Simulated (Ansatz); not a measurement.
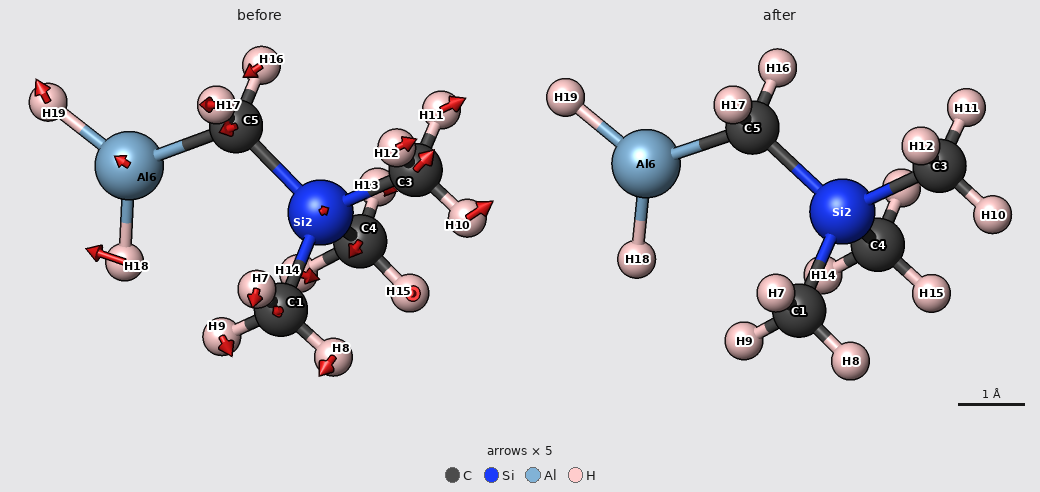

The structure of C4H13AlSi (coarse preliminary run) before (left) and after (right) a relaxation, at one scale. The red arrows give the displacements, 5 times their true length.

Style: ball-and-stick. Shown at a tilt.

The start comes from a force field.

These are results of Ansatz, RKS PBE-D4/def2-SVP, not measurements.

Input
```yaml
crystal:
  periodic: [false, false, false]
  atoms:
    - {symbol: C, position_ang: [-0.705800, -1.787400, -0.086200]}
    - {symbol: Si, position_ang: [0.328700, -0.226800, -0.169200]}
    - {symbol: C, position_ang: [2.086800, -0.760200, -0.153600]}
    - {symbol: C, position_ang: [0.083300, 0.716900, -1.760100]}
    - {symbol: C, position_ang: [0.018500, 0.870600, 1.295100]}
    - {symbol: Al, position_ang: [-1.877100, 1.522800, 1.368700]}
    - {symbol: H, position_ang: [-0.553600, -2.274200, 0.862600]}
    - {symbol: H, position_ang: [-0.466900, -2.395600, -0.952800]}
    - {symbol: H, position_ang: [-1.816100, -1.426700, -0.124600]}
    - {symbol: H, position_ang: [2.325000, -1.414700, -0.988700]}
    - {symbol: H, position_ang: [2.764900, 0.132400, -0.165600]}
    - {symbol: H, position_ang: [2.341300, -1.312400, 0.813900]}
    - {symbol: H, position_ang: [0.586100, 1.648300, -1.797400]}
    - {symbol: H, position_ang: [-1.087600, 0.999900, -1.796500]}
    - {symbol: H, position_ang: [0.264000, 0.044000, -2.616500]}
    - {symbol: H, position_ang: [0.693800, 1.793900, 1.277300]}
    - {symbol: H, position_ang: [0.246900, 0.338800, 2.239800]}
    - {symbol: H, position_ang: [-2.914200, 1.074500, 0.247800]}
    - {symbol: H, position_ang: [-2.359800, 2.451300, 2.562400]}
basis:
  gaussian: {orbitals: def2-SVP}
hamiltonian: {xc: pbe, dispersion: d4}
relax: {f_tol: 0.03, max_steps: 200}
```

Launched with:
```bash
ansatz run in.yaml --threads 4 --pin off --events-out ev --progress --plain --max-ram 11315MiB
```

Q: Describe what moved and what it gained.

A: The largest move after the best rigid fit is that of H18, 0.14 Å. By element the largest moves are H 0.14 Å, C 0.10 Å, Al 0.06 Å, Si 0.03 Å. Among the contacts that change: C4–H14 1.205 → 1.110 Å, Si2–C3 1.837 → 1.896 Å, C1–H9 1.168 → 1.110 Å, C4–H13 1.059 → 1.110 Å. Bond angles that change, for instance: H13–C4–H15 115.5° → 107.5°, H7–C1–H8 114.8° → 107.5°, Si2–C1–H9 105.4° → 111.1°. After 4 geometry steps the energy has fallen by 46.7 kJ/mol. Largest force component: 3.9 eV/Å at the start, 0.0053 eV/Å at the end. Cost: 14 s on 4 threads of Arm Neoverse V2, on a shared host.
